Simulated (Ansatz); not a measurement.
System: rock-salt HfN. Method: r²SCAN (Ansatz, an electronic-structure program, plane waves, PAW).

Settings: plane-wave cutoff 560 eV, 22×22×22 k mesh, Fermi–Dirac smearing 0.05 eV, scalar-relativistic PAW data made under PBE.

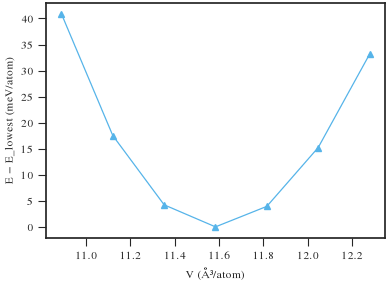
Total energy against volume

From the curve, estimate the equilibrium volume and the bulk modulus.

V0 ≈ 11.6 Å³/atom and B0 ≈ 280 GPa; the fit gives V0 = 11.584 Å³/atom, B0 = 282 GPa, B′ = 4.2.

Measured, for comparison: bulk modulus 260 GPa (room temperature, no zero-point or thermal correction, our sources range from 260 to 306; as tabulated in Synthesis of Binary Transition Metal Nitrides, Carbides and Borides from the …); equilibrium volume per atom 11.57 Å³/atom (room temperature, no zero-point or thermal correction; as tabulated in Seo, Lee, Wen, Petrov, Greene, Gall, J. Appl. Phys. 96, 878 (2004)). Computed (rounded) less measured: bulk modulus not scored (sources differ), equilibrium volume per atom +0.1 %.

Spin–orbit coupling is not included.

Computed values are for the static lattice.
